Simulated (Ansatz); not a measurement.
**CH3Cl3Si (methyltrichlorosilane) at HF/cc-pVDZ**

Aim: the electronic atomisation energy of CH3Cl3Si (methyltrichlorosilane) at HF/cc-pVDZ, from 5 runs. 

The results are computed with Ansatz 0.2.0.

80 further runs of the same task are left out: 6 that didn't finish, 74 set aside as unsound or not needed.

### Step 1. The structure to begin with

CH3Cl3Si has 8 atoms, charge 0, and is taken as a singlet. SMILES: `C[Si](Cl)(Cl)Cl`. The shape is that of a PBE0-D4/def2-TZVP optimisation.

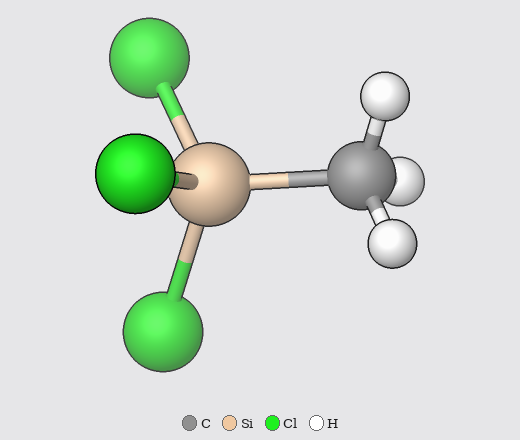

The structure, seen from a chosen angle (carbon grey, silicon light orange, chlorine green, hydrogen white).

### Step 2. The energy at HF/cc-pVDZ

Contents of job.yaml:

```yaml
crystal:
  periodic: [false, false, false]
  atoms:
    - {symbol: C, position_ang: [-0.728900, -0.279600, 0.686100]}
    - {symbol: Si, position_ang: [0.568900, 0.197900, -0.528700]}
    - {symbol: Cl, position_ang: [2.360400, -0.640000, -0.033600]}
    - {symbol: Cl, position_ang: [0.065900, -0.429500, -2.402200]}
    - {symbol: Cl, position_ang: [0.801200, 2.223000, -0.573800]}
    - {symbol: H, position_ang: [-0.844500, -1.365200, 0.700800]}
    - {symbol: H, position_ang: [-0.448300, 0.061100, 1.684800]}
    - {symbol: H, position_ang: [-1.682600, 0.175200, 0.410800]}
basis:
  gaussian: {orbitals: cc-pVDZ}
magnetization: {spin_polarized: false, initial_magnetization: 0}
hamiltonian: {xc: hf}
accuracy: high
output: {orbitals: {seedname: orbitals}}
```

Launch:

```bash
$ ansatz run job.yaml --threads 1 --pin off --max-ram 3480MiB --events-out events.jsonl --progress --plain --runs-dir runs
```

Output:

```text
Warning: RAYON_NUM_THREADS=1 ignored (pool sized by the plan → 1); use --threads N
Functional definition: HF
  name "HF"
  exchange = exact_x
  correlation = 0
2365 factors; integrals over basis functions are off by at most 3.4e-9 eV
mean field evaluation 1: about -46454.1932 eV, gradient 2.6e1 eV
mean field evaluation 2: about -46454.2065 eV, gradient 2.6e1 eV
mean field evaluation 4: about -46456.1428 eV, gradient 2.4e0 eV
mean field evaluation 8: about -46456.1664 eV, gradient 7.9e-5 eV
mean field -46456.16637174 eV, -1707.2326250408 hartree, gradient 1.1e-8 eV, S^2 0.000000; 0 other end points of the search recorded, 0 dependent functions left out
reference -46456.16637174 eV, -1707.2326250408 hartree; 37, 37 occupied and 64, 64 virtual orbitals, 2365 factors
Total energy: -46456.16637174 eV, -1707.2326250408 hartree
```

It took 6 s on 1 thread of Arm Neoverse V1, shared host; peak memory 0.39 GiB.

### Step 3. The C atom

Contents of in.yaml:

```yaml
crystal:
  periodic: [false, false, false]
  atoms:
    - {symbol: C, position_ang: [0.000000, 0.000000, 0.000000]}
basis:
  gaussian: {orbitals: cc-pVDZ}
magnetization: {spin_polarized: true, initial_magnetization: 2}
hamiltonian: {xc: hf}
accuracy: high
```

Run the same way, it converges to -37.68654 Eh (log not shown).

### Step 4. The Cl atom

Contents of run.yaml:

```yaml
crystal:
  periodic: [false, false, false]
  atoms:
    - {symbol: Cl, position_ang: [0.000000, 0.000000, 0.000000]}
basis:
  gaussian:
    orbitals: cc-pVDZ
magnetization:
  spin_polarized: true
  initial_magnetization: 1
hamiltonian:
  xc: hf
accuracy: high
```

Launch:

```bash
$ ansatz run run.yaml --threads 1 --pin off --max-ram 3480MiB --events-out events.jsonl --progress --plain --runs-dir runs
```

Output:

```text
Warning: RAYON_NUM_THREADS=1 ignored (pool sized by the plan → 1); use --threads N
[... 4 set-up lines as earlier in the session ...]
141 factors; integrals over basis functions are off by at most 3.0e-9 eV
mean field evaluation 1: about -12502.7047 eV, gradient 4.5e0 eV
mean field evaluation 2: about -12502.7083 eV, gradient 4.5e0 eV
mean field evaluation 4: about -12502.8453 eV, gradient 3.1e-1 eV
mean field evaluation 8: about -12502.8468 eV, gradient 4.4e-3 eV
mean field evaluation 16: about -12502.8468 eV, gradient 1.7e-8 eV
mean field evaluation 32: about -12502.8468 eV, gradient 3.6e-3 eV
mean field -12502.84675428 eV, -459.4711434857 hartree, gradient 1.7e-8 eV, S^2 0.755667; 0 other end points of the search recorded, 0 dependent functions left out
reference -12502.84675428 eV, -459.4711434857 hartree; 9, 8 occupied and 9, 10 virtual orbitals, 141 factors
Total energy: -12502.84675428 eV, -459.4711434857 hartree
```

Run time: 0.08 s. Hardware: 1 thread of Arm Neoverse V1, shared host.

### Step 5. The H atom at the same level

run.yaml: that of step 4 with these lines changed.

```diff
@@ -3,3 +3,3 @@
   atoms:
-    - {symbol: Cl, position_ang: [0.000000, 0.000000, 0.000000]}
+    - {symbol: H, position_ang: [0.000000, 0.000000, 0.000000]}
 basis:
```

Run the same way, it converges to -0.49928 Eh (log not shown).

### Step 6. The Si atom, same level

Contents of input.yaml:

```yaml
basis:
  gaussian:
    orbitals: cc-pVDZ
crystal:
  periodic: [false, false, false]
  atoms:
    - symbol: Si
      position_ang: [0.000000, 0.000000, 0.000000]
magnetization:
  spin_polarized: true
  initial_magnetization: 2
accuracy: high
hamiltonian:
  xc: hf
```

Run the same way, it converges to -288.85008 Eh (log not shown).

### Step 7. Summary of results

At HF/cc-pVDZ:

```
                     quantity           value
       molecule: total energy  -1707.23263 Eh
        molecule: HOMO energy       -12.46 eV
        molecule: LUMO energy         4.43 eV
      molecule: HOMO–LUMO gap        16.90 eV
         C atom: total energy    -37.68654 Eh
                 C atom: ⟨S²⟩           2.006
        Cl atom: total energy   -459.47114 Eh
                Cl atom: ⟨S²⟩           0.756
         H atom: total energy     -0.49928 Eh
                 H atom: ⟨S²⟩           0.750
        Si atom: total energy   -288.85008 Eh
                Si atom: ⟨S²⟩           2.011
electronic atomisation energy       21.354 eV
```

**Reading.** Taking the molecule apart into free atoms costs 21.35 eV (492 kcal/mol), before zero-point energy and without spin-orbit coupling. Hartree–Fock lacks the correlation of the bonding pairs, which as a rule makes this value much too low; in minimal bases other errors can mask that.
